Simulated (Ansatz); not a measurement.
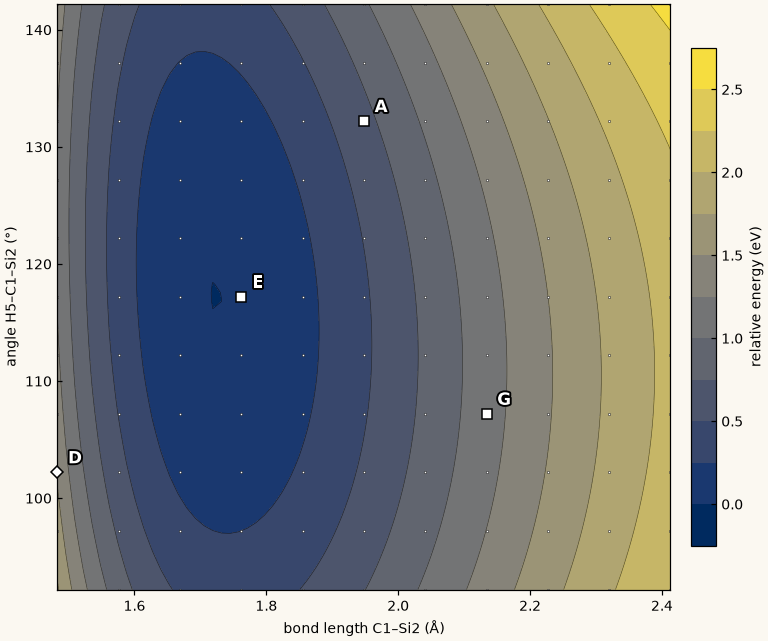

CH₄NSi, SMILES C=[Si+]N, charge +1. Coordinates scanned: (1) bond length C1–Si2; (2) angle H5–C1–Si2. Nothing is relaxed (all other coordinates rigid). The scan uses an 11 × 11 grid. Points are written as (first, second). Energies are in eV, from the relaxed molecule at the same level. These are results of Ansatz 0.2.0, RKS r2SCAN-D4/def2-TZVP, not measurements.

In the figure: filled contours, dots at the grid points, lettered points. Between grid points the surface is interpolated.

Q: Is E the lowest point of the computed grid?

A: Yes. E, at (1.762 Å, 117.2°), has the lowest energy of the grid.

Q: What kind of point is each of A, E, G: minimum, saddle, maximum or slope?

A: A: on a slope; E: minimum; G: on a slope. (In these two coordinates alone; a stationary point may lie a little off the grid point.)

Q: Rank the lettered points by energy, lowest first.

A: E (0.019 eV), A (0.68 eV), G (1.15 eV), D (1.47 eV).
